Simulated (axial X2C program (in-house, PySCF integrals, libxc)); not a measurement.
# Linear CHfO at several levels

Aim: the two bond lengths and stretching wavenumbers of linear CHfO, with and without spin–orbit coupling, at PBE0, HF, MP2, PBE.

Computed with an in-house X2C program for linear molecules on PySCF integrals. Level: all-electron X2C, two-component (2c) or spin-free, C dyall-v3z, Hf dyall-v3z, O dyall-av3z.

All values are calculated.

2 further runs of the same task are left out: 2 set aside as unsound or not needed.

## Step 1: Set-up

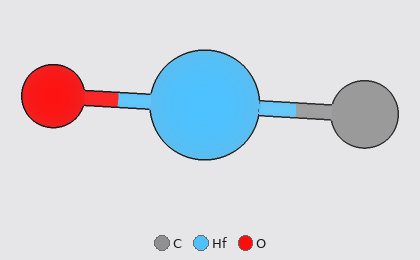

The atoms on one line, bonds 1.950 and 1.850 Å (carbon grey, hafnium blue, oxygen red).

task.json reads:

```json
{"zs": [6, 72, 8], "q": 0, "bas": ["dyall-v3z", "dyall-v3z", "dyall-av3z"], "r0": [1.95, 1.85], "symm": 0, "scan": ["PBE0", "HF", "PBE"], "levels": ["PBE0", "HF", "BHandHLYP"], "nst": 2}
```

Keys: zs atomic numbers; q charge; bas basis sets; r0 starting distance in Å; symm equal bonds; scan levels of the two-bond scan (MP2 follows by itself at each HF point); levels methods; nst determinants followed.

The run is started by

```
$ python solin.py task.json out
```

Masses C 12.000, Hf 179.947, O 15.995 u.

## Step 2: Scan at PBE0, 2c

State: Ω = 2 (beyond evenly filled blocks: ω = 1/2, ω = 3/2). Energies above the lowest point, from the job's result record:

```tsv
r(C–Hf) (Å)	r(Hf–O) (Å)	E (meV)
2.1811	1.7238	67.16
2.1811	1.7680	16.41
2.1811	1.8122	55.38
2.2370	1.7238	41.76
2.2370	1.7680	0.00
2.2370	1.8122	47.66
2.2370	1.8564	167.18
2.2929	1.7238	50.18
2.2929	1.7680	16.79
2.2929	1.8122	72.46
2.3489	1.7680	60.58
```

A quadratic surface with cubic terms in each bond gives the minimum at 2.236 and 1.765 Å, force constants 1.71, 7.42 and coupling 0.55 mdyn/Å.

## Step 3: Scan at HF, 2c

State: Ω = 2 (beyond evenly filled blocks: ω = 1/2, ω = 3/2). Energies above the lowest point, from the job's result record:

```tsv
r(C–Hf) (Å)	r(Hf–O) (Å)	E (meV)
2.1811	1.7238	119.94
2.1811	1.7680	78.17
2.1811	1.8122	133.99
2.2370	1.7238	49.04
2.2370	1.7680	17.12
2.2370	1.8122	82.07
2.2370	1.8564	225.67
2.2929	1.7238	22.58
2.2929	1.7680	0.00
2.2929	1.8122	73.56
2.3489	1.7680	18.70
2.3489	1.8564	259.08
```

A quadratic surface with cubic terms in each bond gives the minimum at 2.294 and 1.755 Å, force constants 1.82, 8.33 and coupling 0.55 mdyn/Å.

## Step 4: Scan at MP2, 2c

State: Ω = 2 (beyond evenly filled blocks: ω = 1/2, ω = 3/2). Energies above the lowest point, from the job's result record:

```tsv
r(C–Hf) (Å)	r(Hf–O) (Å)	E (meV)
2.1811	1.7238	130.03
2.1811	1.7680	34.19
2.1811	1.8122	32.74
2.2370	1.7238	86.74
2.2370	1.7680	0.00
2.2370	1.8122	8.15
2.2370	1.8564	99.06
2.2929	1.7238	81.47
2.2929	1.7680	3.43
2.2929	1.8122	20.59
2.3489	1.7680	37.45
2.3489	1.8564	174.60
```

A quadratic surface with cubic terms in each bond gives the minimum at 2.253 and 1.785 Å, force constants 1.83, 7.43 and coupling 0.60 mdyn/Å.

## Step 5: The levels side by side

| level | r(C–Hf) (Å) | r(Hf–O) (Å) | lower stretch (cm⁻¹) | upper stretch (cm⁻¹) |
| --- | --- | --- | --- | --- |
| PBE0, 2c | 2.236 | 1.765 | 501.2 | 923.5 |
| HF, 2c | 2.294 | 1.755 | 518.3 | 978.4 |
| MP2, 2c | 2.253 | 1.785 | 517.7 | 924.5 |
| PBE0, spin-free | 2.241 | 1.767 | 501.0 | 922.3 |
| HF, spin-free | 2.296 | 1.757 | 518.3 | 978.8 |
| PBE, spin-free | 2.227 | 1.790 | 484.1 | 864.5 |
| MP2, spin-free | 2.256 | 1.786 | 517.7 | 925.0 |

Scans not shown above were run alike.

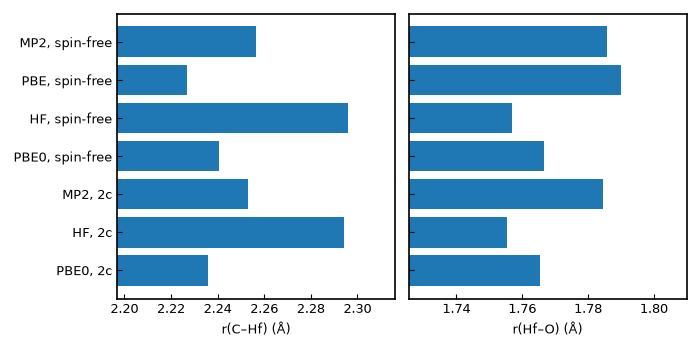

The two bond lengths by level.

In words: Over the levels the C–Hf bond spans 2.227 to 2.296 Å and the Hf–O bond 1.755 to 1.790 Å. At PBE0 going from spin-free to two-component moves the bonds by -0.005 and -0.001 Å. Each state is one determinant, the lowest of a limited PBE0 search; the stretches come from a fit to few points and are good to some per cent at best. MP2 freezes inner shells (threshold -2 hartree). The molecule was held linear; bending was not examined, so a bent shape may lie lower. Open-shell Ω = 0 determinants with evenly filled partner blocks cannot be reached by this program, so the Ω shown need not be the lowest component. Note: several unpaired electrons, one determinant need not be a pure state.
